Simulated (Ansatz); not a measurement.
## How strongly the parts of phosphorene, 3 layers, N on P sites (72 atoms) bind

Aim: the interaction energy between the two parts of phosphorene, 3 layers, N on P sites (72 atoms) and its distance dependence.

Calculated with Ansatz 0.2.0; Kohn-Sham DFT, LDA, PAW (set soft_2), plane waves.

## 1. Set-up

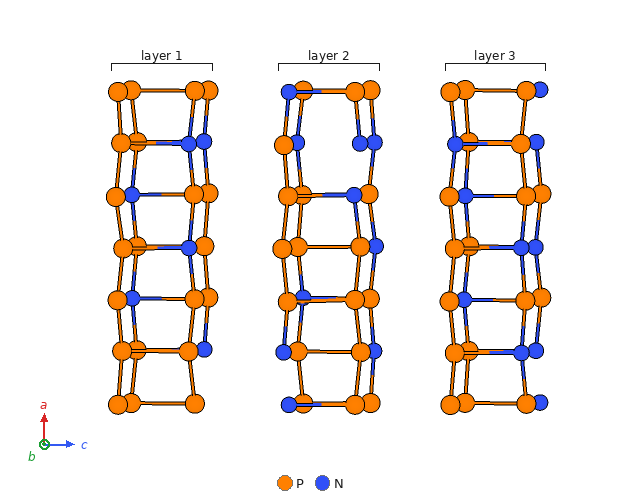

The cell as given, from the side, with the c axis across the page (phosphorus orange, nitrogen blue). Bonds to atoms that aren't drawn are left out. Some periodic images of atoms are drawn too.

The cell holds 72 atoms: 48 P and 24 N. Cell: a = 10.340 Å, b = 9.102 Å, c = 29.176 Å, α = 90.0°, β = 90.0°, γ = 90.0°. It derives from P (phosphorene) and N. 3 layers of phosphorene (a = 3.314 Å), 3 x 2 cells, biaxial strain +4 %, every second layer slid by 0.500 of a1; facing planes 3.38, 3.4 Å apart; 16 Å of vacuum; 24 of 72 P replaced by N at random; displaced by a Gaussian of 0.02 Å. Regions: layer 1, 24 atoms (18 P and 6 N); layer 2, 24 atoms (9 N and 15 P); layer 3, 24 atoms (9 N and 15 P). Vacuum lies along c.

As a file:

```xyz
72
Lattice="10.3397 0.0000 0.0000 0.0000 9.1021 0.0000 0.0000 0.0000 29.1760" Properties=species:S:1:pos:R:3
P    10.2912    0.3656   10.1223
P     0.0121    8.6928    8.0155
N     1.7555    1.8855   10.1451
P     1.7391    2.6593    7.9811
P     0.0019    4.9097   10.1611
P     0.0087    4.1769    7.9621
P     1.7466    6.4421   10.1203
P     1.7684    7.2041    7.9931
P     3.4508    0.3715   10.1174
P     3.4659    8.7286    8.0050
P     5.1681    1.9073   10.1503
P     5.1725    2.6312    7.9849
P     3.4575    4.9630   10.1565
N     3.4719    4.2140    8.0027
N     5.1664    6.4707   10.1375
P     5.1572    7.1918    8.0272
P     6.8968    0.3588   10.1223
P     6.8814    8.7525    7.9487
N     8.6281    1.9089   10.1404
P     8.6170    2.6367    7.9925
P     6.9212    4.9241   10.1325
N     6.8922    4.2036    7.9878
N     8.6049    6.4824   10.1287
P     8.6409    7.1678    7.9563
N     1.6934    0.3600   15.6258
N     1.7519    8.7035   13.5196
P     3.4407    1.8857   15.6500
N     3.4802    2.6785   13.5158
P     1.7140    4.9036   15.6792
P     1.7222    4.2259   13.5053
P     3.4596    6.4613   15.6509
P     3.3992    7.1952   13.4962
N     5.1565    0.3843   15.6821
P     5.1728    8.7377   13.4816
P     6.8993    1.9124   15.6135
P     6.8723    2.6200   13.4770
P     5.1975    4.9118   15.6614
P     5.1747    4.1763   13.5038
N     6.9225    6.4227   15.6179
P     6.8918    7.1766   13.5044
N     8.5836    0.3395   15.6383
P     8.6014    8.7571   13.5400
P    10.3317    1.8997   15.6757
P    10.3228    2.6203   13.5169
N     8.6102    4.9454   15.6579
N     8.6231    4.1977   13.4741
P    10.3330    6.4759   15.6561
N    10.3358    7.2008   13.5382
N    10.3356    0.3969   21.1485
P     0.0210    8.7571   19.0729
N     1.7289    1.9301   21.1736
P     1.7251    2.6824   19.0222
P     0.0143    4.9251   21.1847
P     0.0329    4.2073   19.0674
N     1.7129    6.4725   21.1873
P     1.7146    7.1887   19.0481
P     3.4650    0.3589   21.1847
P     3.4412    8.7397   19.0429
N     5.1441    1.9137   21.1581
P     5.1908    2.6538   19.0414
P     3.4206    4.9135   21.1456
N     3.4421    4.1781   19.0277
N     5.1905    6.4810   21.1809
P     5.1688    7.1718   19.0470
P     6.8929    0.3803   21.1908
P     6.9041    8.7255   19.0368
N     8.6236    1.9246   21.1902
P     8.6352    2.6586   19.0213
P     6.8764    4.9178   21.1727
N     6.8741    4.1711   19.0703
P     8.6250    6.4814   21.1684
N     8.6204    7.2033   19.0718
```

## 2. Single point at the start

A single point comes first, to see the forces before anything moves.

input.yaml

```yaml
crystal:
  lattice:
    - [10.3397, 0.0, 0.0]
    - [0.0, 9.1021, 0.0]
    - [0.0, 0.0, 29.176]
  atoms:
    - { symbol: P, position: [0.99531, 0.04017, 0.34694] }
    - { symbol: P, position: [0.00117, 0.95503, 0.27473] }
    - { symbol: "N", position: [0.16978, 0.20715, 0.34772] }
    - { symbol: P, position: [0.1682, 0.29216, 0.27355] }
    - { symbol: P, position: [0.00018, 0.5394, 0.34827] }
    - { symbol: P, position: [0.00084, 0.45889, 0.2729] }
    - { symbol: P, position: [0.16892, 0.70776, 0.34687] }
    - { symbol: P, position: [0.17103, 0.79148, 0.27396] }
    - { symbol: P, position: [0.33374, 0.04081, 0.34677] }
    - { symbol: P, position: [0.3352, 0.95897, 0.27437] }
    - { symbol: P, position: [0.49983, 0.20954, 0.3479] }
    - { symbol: P, position: [0.50026, 0.28908, 0.27368] }
    - { symbol: P, position: [0.33439, 0.54526, 0.34811] }
    - { symbol: "N", position: [0.33578, 0.46297, 0.27429] }
    - { symbol: "N", position: [0.49967, 0.7109, 0.34746] }
    - { symbol: P, position: [0.49878, 0.79012, 0.27513] }
    - { symbol: P, position: [0.66702, 0.03942, 0.34694] }
    - { symbol: P, position: [0.66553, 0.96159, 0.27244] }
    - { symbol: "N", position: [0.83446, 0.20972, 0.34756] }
    - { symbol: P, position: [0.83339, 0.28968, 0.27394] }
    - { symbol: P, position: [0.66938, 0.54098, 0.34729] }
    - { symbol: "N", position: [0.66658, 0.46183, 0.27378] }
    - { symbol: "N", position: [0.83222, 0.71219, 0.34716] }
    - { symbol: P, position: [0.8357, 0.78749, 0.2727] }
    - { symbol: "N", position: [0.16378, 0.03955, 0.53557] }
    - { symbol: "N", position: [0.16943, 0.95621, 0.46338] }
    - { symbol: P, position: [0.33277, 0.20717, 0.5364] }
    - { symbol: "N", position: [0.33659, 0.29427, 0.46325] }
    - { symbol: P, position: [0.16577, 0.53873, 0.5374] }
    - { symbol: P, position: [0.16656, 0.46428, 0.46289] }
    - { symbol: P, position: [0.33459, 0.70987, 0.53643] }
    - { symbol: P, position: [0.32875, 0.7905, 0.46258] }
    - { symbol: "N", position: [0.49871, 0.04222, 0.5375] }
    - { symbol: P, position: [0.50029, 0.95997, 0.46208] }
    - { symbol: P, position: [0.66726, 0.2101, 0.53515] }
    - { symbol: P, position: [0.66465, 0.28785, 0.46192] }
    - { symbol: P, position: [0.50267, 0.53963, 0.53679] }
    - { symbol: P, position: [0.50047, 0.45883, 0.46284] }
    - { symbol: "N", position: [0.66951, 0.70563, 0.5353] }
    - { symbol: P, position: [0.66654, 0.78845, 0.46286] }
    - { symbol: "N", position: [0.83016, 0.0373, 0.536] }
    - { symbol: P, position: [0.83188, 0.9621, 0.46408] }
    - { symbol: P, position: [0.99923, 0.20871, 0.53728] }
    - { symbol: P, position: [0.99837, 0.28788, 0.46329] }
    - { symbol: "N", position: [0.83273, 0.54332, 0.53667] }
    - { symbol: "N", position: [0.83398, 0.46118, 0.46182] }
    - { symbol: P, position: [0.99935, 0.71147, 0.53661] }
    - { symbol: "N", position: [0.99962, 0.79111, 0.46402] }
    - { symbol: "N", position: [0.9996, 0.04361, 0.72486] }
    - { symbol: P, position: [0.00203, 0.9621, 0.65372] }
    - { symbol: "N", position: [0.16721, 0.21205, 0.72572] }
    - { symbol: P, position: [0.16684, 0.2947, 0.65198] }
    - { symbol: P, position: [0.00138, 0.5411, 0.7261] }
    - { symbol: P, position: [0.00318, 0.46223, 0.65353] }
    - { symbol: "N", position: [0.16566, 0.7111, 0.72619] }
    - { symbol: P, position: [0.16583, 0.78978, 0.65287] }
    - { symbol: P, position: [0.33512, 0.03943, 0.7261] }
    - { symbol: P, position: [0.33281, 0.96018, 0.65269] }
    - { symbol: "N", position: [0.49751, 0.21025, 0.72519] }
    - { symbol: P, position: [0.50203, 0.29156, 0.65264] }
    - { symbol: P, position: [0.33082, 0.53982, 0.72476] }
    - { symbol: "N", position: [0.3329, 0.45903, 0.65217] }
    - { symbol: "N", position: [0.502, 0.71203, 0.72597] }
    - { symbol: P, position: [0.4999, 0.78793, 0.65283] }
    - { symbol: P, position: [0.66664, 0.04178, 0.72631] }
    - { symbol: P, position: [0.66773, 0.95863, 0.65248] }
    - { symbol: "N", position: [0.83403, 0.21145, 0.72629] }
    - { symbol: P, position: [0.83515, 0.29209, 0.65195] }
    - { symbol: P, position: [0.66505, 0.54029, 0.72569] }
    - { symbol: "N", position: [0.66483, 0.45826, 0.65363] }
    - { symbol: P, position: [0.83416, 0.71208, 0.72554] }
    - { symbol: "N", position: [0.83372, 0.79139, 0.65368] }
kpoints:
  mp_grid: { grid: [1, 2, 1] }
hamiltonian:
  xc: lda
scf:
  occupations: { method: fermi_dirac, width: 0.05 }
output:
  forces: true
```

Run with:

```console
$ ansatz run input.yaml --threads 4 --pin off --max-ram 15872MiB --backend cpu --events-out ev --progress --plain --runs-dir out
```

Numbers of over 12 decimals in the logs are rounded to 6 here.

The program printed:

```text
[...]
Pseudopotentials: kind: paw
Pseudopotential: P, paw, valence charge 5, recommended cutoff 420 eV (normal), P.paw.azcp
Pseudopotential: N, paw, valence charge 5, recommended cutoff 420 eV (normal), N.paw.azcp
[... 3 lines on functional and potentials left out ...]
Crystal: 72 atoms, lattice volume = 2745.840 Å³
Basis set: ecut = 420 eV, 53541 PW (Γ)
Bands: 252, of which v1, the nominal top of the filled ones, is band 180 counted from 1 (179 counted from 0)
Symmetry: 1 space group operations
Space group: P1 (ITA 1), of the structure as read, at distance tolerance 1.4e-4 Å
k-points: 2
[... 7 lines on functional and potentials left out ...]
Initial density: superposition of atomic densities (neutral atoms: chi_scale 0, normalization atom), corrected by the library's trained network
Initial wavefunctions: pseudopotential atomic-orbital guess
[...]
SCF iter   1: F=—  HF=-43714.991559 eV  |F-HF|=—  |Δ(HF+E_count)|=         —  Δρ=6.89e-3  dr2=1.93e0  ethr=1.77e-3  ⟨swp⟩=7.0  Hψ=2496  notcnv=0  defer=29
preconditioner: auto → Resta (q_TF=auto, 1.945 Å⁻¹)  ε∞=4.1  [insulator: Δε(μ)=0.455 eV  Ē_g=7.694 eV  σ=0.050 eV  W_gap=0.98  n_scr=332 (ndim 8)  ℏωp=13.4 eV  f_vac=0.423  D(μ)=0.57/eV (n_scr^D=0)  ε∞_Penn≈4.1  vacuum switching on, ρ_ref=4.3e-3 e/Å³]
SCF iter   2: F=—  HF=-43715.013944 eV  |F-HF|=—  |Δ(HF+E_count)|=   2.24e-2  Δρ=8.07e-3  dr2=2.95e0  ethr=5.37e-4  ⟨swp⟩=3.0  Hψ=904  notcnv=0  defer=88
preconditioner: auto → LDOS  [insulator: Δε(μ)=0.307 eV  Ē_g=7.694 eV  σ=0.050 eV  W_gap=0.91  n_scr=332 (ndim 8)  ℏωp=13.4 eV  f_vac=0.423  D(μ)=2.60/eV (n_scr^D=2)  ε∞_Penn≈4.1  β→1.0]
SCF iter   3: F=—  HF=-43714.729392 eV  |F-HF|=—  |Δ(HF+E_count)|=   2.85e-1  Δρ=1.73e-3  dr2=1.13e-1  ethr=5.37e-4  ⟨swp⟩=2.0  Hψ=631  notcnv=0  defer=88
SCF iter   4: F=—  HF=-43714.734942 eV  |F-HF|=—  |Δ(HF+E_count)|=   5.55e-3  Δρ=1.55e-3  dr2=1.48e-1  ethr=3.14e-5  ⟨swp⟩=4.5  Hψ=983  notcnv=0  defer=6
automatic band count: iteration 4 solves 211 bands in place of 252: the levels show a gap, and the empty bands left out lie too high to hold charge; the band table lists the bands solved (type scf.n_extra_bands for more)
SCF iter   5: F=—  HF=-43714.721800 eV  |F-HF|=—  |Δ(HF+E_count)|=   1.31e-2  Δρ=8.00e-4  dr2=3.96e-2  ethr=3.14e-5  ⟨swp⟩=2.0  Hψ=628  notcnv=0  defer=6
SCF iter   6: F=—  HF=-43714.718173 eV  |F-HF|=—  |Δ(HF+E_count)|=   3.63e-3  Δρ=2.42e-4  dr2=5.12e-3  ethr=1.10e-5  ⟨swp⟩=2.0  Hψ=613  notcnv=0  defer=2
automatic band count: iteration 6 solves 209 bands in place of 211: the levels show a gap, and the empty bands left out lie too high to hold charge; the band table lists the bands solved (type scf.n_extra_bands for more)
SCF iter   7: F=—  HF=-43714.717949 eV  |F-HF|=—  |Δ(HF+E_count)|=   2.24e-4  Δρ=1.66e-4  dr2=2.44e-3  ethr=1.42e-6  ⟨swp⟩=2.5  Hψ=596  notcnv=0  defer=2
SCF iter   8: F=—  HF=-43714.717825 eV  |F-HF|=—  |Δ(HF+E_count)|=   1.25e-4  Δρ=9.16e-5  dr2=9.82e-4  ethr=6.78e-7  ⟨swp⟩=1.5  Hψ=504  notcnv=0  defer=2
[...]
SCF iter  15: F=—  HF=-43714.717801 eV  |F-HF|=—  |Δ(HF+E_count)|=   3.44e-7  Δρ=1.78e-6  dr2=1.73e-7  ethr=1.26e-10  ⟨swp⟩=2.0  Hψ=635  notcnv=0  defer=2
SCF iter  16: F=-43714.717801 eV  HF=-43714.717801 eV  |F-HF|=5.76e-8  |Δ(HF+E_count)|=   2.39e-8  Δρ=7.24e-7  dr2=2.40e-8  ethr=2.78e-11  ⟨swp⟩=4.5  Hψ=1407  notcnv=0
SCF 1 converged in 16 iterations: F = -43714.717801 eV  dr2 = 2.40e-8
[...]
SCF converged after 16 iterations
Free energy (F): -43714.717801 eV
Harris-Foulkes:  -43714.717801 eV  (|F-HF|=5.76e-8)
Internal energy: -43714.700525 eV  (E = F + TS)
E sigma→0 (E₀):  -43714.709163 eV
Entropy (-TS):   -0.017275 eV (-0.240 meV/atom)
Fermi energy:    -0.774127 eV
--- Per-component energies (eV) ---
[...]
Σ components = -43714.717801   (vs F -43714.717801, Δ=0.00e0)
--- Forces (eV/Å), atoms counted from 1 ---
  atom   1  P      0.06740071     2.79834033     0.02852372
  atom   2  P     -0.14153708    -0.31416093     0.28507569
  atom   3  N     -0.00892776    -2.09826445    -2.80445898
  atom   4  P      1.23575488     1.19676697     2.62714319
[...]
atom  72  N      0.05973700     2.37160052     2.65256639
  max |Σ_I F_I| component: 7.46e-4 eV/Å
```

It took 66 s on 4 threads of Arm Neoverse N1, shared host; peak memory 6.5 GiB; 4.3 min of CPU time.

The r.m.s. force at the start is 1.6 eV/Å.

## 3. Relaxation

With the cell held, the atoms are moved downhill towards a nearby minimum.

input.yaml

```yaml
crystal:
  lattice:
    - [10.3397, 0.0, 0.0]
    - [0.0, 9.1021, 0.0]
    - [0.0, 0.0, 29.176]
  atoms:
    [... the 72 atom lines of step 2 ...]
kpoints:
  mp_grid: { grid: [1, 2, 1] }
hamiltonian:
  xc: lda
scf:
  occupations: { method: fermi_dirac, width: 0.05 }
output:
  forces: true
relax:
  f_tol: 0.05
  max_steps: 120
```

The program printed:

```text
[...]
Pseudopotentials: kind: paw
Pseudopotential: P, paw, valence charge 5, recommended cutoff 420 eV (normal), P.paw.azcp
Pseudopotential: N, paw, valence charge 5, recommended cutoff 420 eV (normal), N.paw.azcp
[...]
Crystal: 72 atoms, lattice volume = 2745.840 Å³
Basis set: ecut = 420 eV, 53541 PW (Γ)
Bands: 252, of which v1, the nominal top of the filled ones, is band 180 counted from 1 (179 counted from 0)
Symmetry: 1 space group operations
Space group: P1 (ITA 1), of the structure as read, at distance tolerance 1.4e-4 Å
k-points: 2
[...]
Initial density: superposition of atomic densities (neutral atoms: chi_scale 0, normalization atom), corrected by the library's trained network
Initial wavefunctions: pseudopotential atomic-orbital guess
[...]
SCF iter   1: F=—  HF=-43714.991559 eV  |F-HF|=—  |Δ(HF+E_count)|=         —  Δρ=6.89e-3  dr2=1.93e0  ethr=1.77e-3  ⟨swp⟩=7.0  Hψ=2496  notcnv=0  defer=29
preconditioner: auto → Resta (q_TF=auto, 1.945 Å⁻¹)  ε∞=4.1  [insulator: Δε(μ)=0.455 eV  Ē_g=7.694 eV  σ=0.050 eV  W_gap=0.98  n_scr=332 (ndim 8)  ℏωp=13.4 eV  f_vac=0.423  D(μ)=0.57/eV (n_scr^D=0)  ε∞_Penn≈4.1  vacuum switching on, ρ_ref=4.3e-3 e/Å³]
[...]
SCF iter  10: F=—  HF=-43714.717782 eV  |F-HF|=—  |Δ(HF+E_count)|=   1.54e-5  Δρ=3.77e-5  dr2=9.20e-5  ethr=7.98e-8  ⟨swp⟩=1.5  Hψ=582  notcnv=0  defer=88
SCF iter  11: F=-43714.717777 eV  HF=-43714.717790 eV  |F-HF|=1.28e-5  |Δ(HF+E_count)|=   8.62e-6  Δρ=2.08e-5  dr2=3.00e-5  ethr=1.74e-8  ⟨swp⟩=4.0  Hψ=1348  notcnv=0
SCF 1 converged in 11 iterations: F = -43714.717777 eV  dr2 = 3.00e-5
[...]
relax step   1: F+E_penalty+E_count = -43714.71777746 eV  Δ(F+E_penalty+E_count) = +0.000e0 eV  max|allowed force component| = 3.090e0 eV/Å  Δτ_max = 0.0000 Å  (11 SCF iters, dr2 threshold 6.25e-5 eV, accepted)
[... from here on, the SCF cycles and remarks between the steps are left out, and one step in 5 is shown ...]
relax step   2: F+E_penalty+E_count = -43737.82607006 eV  Δ(F+E_penalty+E_count) = -2.311e1 eV  max|allowed force component| = 2.889e0 eV/Å  Δτ_max = 0.1949 Å  (9 SCF iters, dr2 threshold 1.00e-4 eV, accepted)
relax step   5: F+E_penalty+E_count = -43775.66694439 eV  Δ(F+E_penalty+E_count) = -6.128e0 eV  max|allowed force component| = 2.174e0 eV/Å  Δτ_max = 0.1950 Å  (9 SCF iters, dr2 threshold 1.00e-4 eV, accepted)
relax step  10: F+E_penalty+E_count = -43790.52737920 eV  Δ(F+E_penalty+E_count) = -1.737e0 eV  max|allowed force component| = 1.128e0 eV/Å  Δτ_max = 0.1949 Å  (9 SCF iters, dr2 threshold 1.00e-4 eV, accepted)
relax step  15: F+E_penalty+E_count = -43794.89857255 eV  Δ(F+E_penalty+E_count) = -8.420e-1 eV  max|allowed force component| = 1.343e0 eV/Å  Δτ_max = 0.1920 Å  (6 SCF iters, dr2 threshold 1.00e-4 eV, accepted)
relax step  20: F+E_penalty+E_count = -43798.33890420 eV  Δ(F+E_penalty+E_count) = -4.070e-1 eV  max|allowed force component| = 9.155e-1 eV/Å  Δτ_max = 0.1948 Å  (7 SCF iters, dr2 threshold 1.00e-4 eV, accepted)
relax step  25: F+E_penalty+E_count = -43800.59725806 eV  Δ(F+E_penalty+E_count) = -5.502e-1 eV  max|allowed force component| = 6.978e-1 eV/Å  Δτ_max = 0.1903 Å  (7 SCF iters, dr2 threshold 1.00e-4 eV, accepted)
relax step  30: F+E_penalty+E_count = -43803.37066668 eV  Δ(F+E_penalty+E_count) = -4.970e-1 eV  max|allowed force component| = 9.395e-1 eV/Å  Δτ_max = 0.1905 Å  (7 SCF iters, dr2 threshold 1.00e-4 eV, accepted)
[...]
relax step  90: F+E_penalty+E_count = -43806.85261646 eV  Δ(F+E_penalty+E_count) = -1.924e-2 eV  max|allowed force component| = 1.857e-1 eV/Å  Δτ_max = 0.0540 Å  (5 SCF iters, dr2 threshold 3.17e-5 eV, accepted)
relax step  95: F+E_penalty+E_count = -43806.89865246 eV  Δ(F+E_penalty+E_count) = -1.248e-2 eV  max|allowed force component| = 1.911e-1 eV/Å  Δτ_max = 0.0782 Å  (6 SCF iters, dr2 threshold 3.81e-5 eV, accepted)
relax step 100: F+E_penalty+E_count = -43806.99747784 eV  Δ(F+E_penalty+E_count) = -4.469e-2 eV  max|allowed force component| = 3.309e-1 eV/Å  Δτ_max = 0.0762 Å  (9 SCF iters, accepted)
relax step 105: F+E_penalty+E_count = -43807.11127059 eV  Δ(F+E_penalty+E_count) = -7.813e-3 eV  max|allowed force component| = 7.752e-2 eV/Å  Δτ_max = 0.0366 Å  (8 SCF iters, accepted)
relax step 110: F+E_penalty+E_count = -43807.12651467 eV  Δ(F+E_penalty+E_count) = -2.297e-3 eV  max|allowed force component| = 7.667e-2 eV/Å  Δτ_max = 0.0304 Å  (6 SCF iters, dr2 threshold 6.73e-6 eV, accepted)
relax step 115: F+E_penalty+E_count = -43807.14175496 eV  Δ(F+E_penalty+E_count) = -3.164e-3 eV  max|allowed force component| = 7.838e-2 eV/Å  Δτ_max = 0.0339 Å  (6 SCF iters, dr2 threshold 3.26e-6 eV, accepted)
relax step 120: F+E_penalty+E_count = -43807.15226872 eV  Δ(F+E_penalty+E_count) = -1.090e-3 eV  max|allowed force component| = 6.289e-2 eV/Å  Δτ_max = 0.0144 Å  (7 SCF iters, accepted)
Step failed. What follows is not a result of the run: it is the report of the last solve that finished, which converged after 7 SCF iterations.
Free energy (F): -43807.152269 eV
Harris-Foulkes:  -43807.152269 eV  (|F-HF|=9.75e-9)
Internal energy: -43807.082287 eV  (E = F + TS)
E sigma→0 (E₀):  -43807.117278 eV
Entropy (-TS):   -0.069982 eV (-0.972 meV/atom)
Fermi energy:    -0.120267 eV
--- Per-component energies (eV) ---
[...]
Σ components = -43807.152269   (vs F -43807.152269, Δ=0.00e0)
--- Forces (eV/Å), atoms counted from 1 ---
  atom   1  P     -0.01191941    -0.00014320    -0.01569725
  atom   2  P      0.00560665    -0.00034273     0.01093768
  atom   3  N     -0.00227665    -0.00618109     0.00313419
  atom   4  P      0.00669923     0.01770342    -0.01111079
[...]
atom  72  N     -0.01350633     0.00480751    -0.00940036
  max |Σ_I F_I| component: 1.48e-3 eV/Å
End of that report.
Error: geometry relaxation did not converge after 120 steps: max|allowed force component| = 6.29e-2 eV/Å (threshold 5.0e-2). Raise `relax.max_steps` over both its present limit and 120, loosen `relax.f_tol`, or start from a geometry closer to equilibrium. Where this run's directory can be resumed (`checkpoint.write`), a resume goes on for up to `relax.max_steps` more
```

Run time: 84 min. Hardware: 4 threads; peak memory 6.7 GiB.

The relaxation was stopped at its limit after 120 steps, 92.4 eV below its start, with a largest force component of 0.063 eV/Å.

[end of part 1 of 3]

[Logs are printed without paths, hosts, clocks, repeated set-up lines and the standing remarks that a program may print on its own settings, such as how far it seeks lower states.]

[Hosts, paths, dates, database ids (printed as entryN), source tags and the programs' standing remarks are cut or masked in the printed files.]
